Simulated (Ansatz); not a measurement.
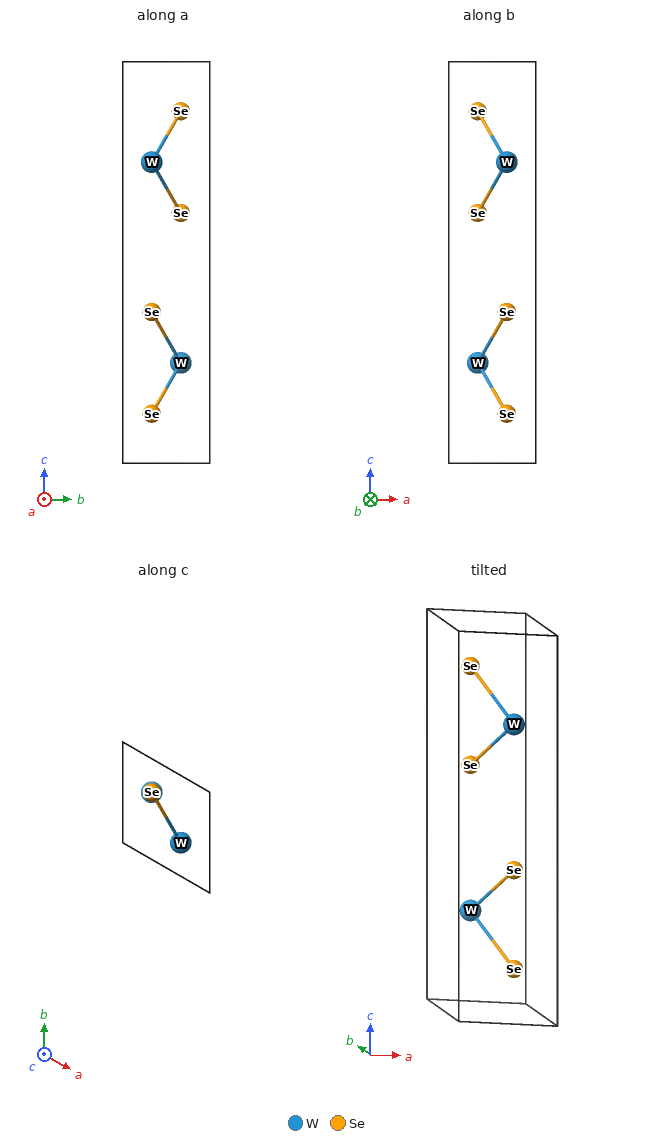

A ball-and-stick rendering, viewed along the a axis, along the b axis, along the c axis and slightly off an axis. Atoms at the boundary of the conventional unit cell (the box) are drawn once for each face, edge or corner they touch.

Lattice parameters: a = 3.2997 Å, b = 3.2997 Å, c = 13.1487 Å, α = 90.000°, β = 90.000°, γ = 120.000°.

Question: Convert the drawing into a CIF in P1 with every atom of the cell, with free fractional coordinates to two decimals.

Answer:
```cif
data_structure
_symmetry_space_group_name_H-M 'P 1'
_symmetry_Int_Tables_number 1
_cell_length_a 3.2997
_cell_length_b 3.2997
_cell_length_c 13.1487
_cell_angle_alpha 90.000
_cell_angle_beta 90.000
_cell_angle_gamma 120.000
_cell_volume 123.98
loop_
_atom_site_label
_atom_site_type_symbol
_atom_site_fract_x
_atom_site_fract_y
_atom_site_fract_z
_atom_site_occupancy
W1 W 0.3333 0.6667 0.25 1
W2 W 0.6667 0.3333 0.75 1
Se1 Se 0.6667 0.3333 0.38 1
Se2 Se 0.6667 0.3333 0.12 1
Se3 Se 0.3333 0.6667 0.88 1
Se4 Se 0.3333 0.6667 0.62 1
```

It derives from a structure type filled with these elements by a generator (whether the compound takes this form wasn't checked). Earlier steps of the study may have refined or changed the cell and positions. It was run through Ansatz as a DFT input.
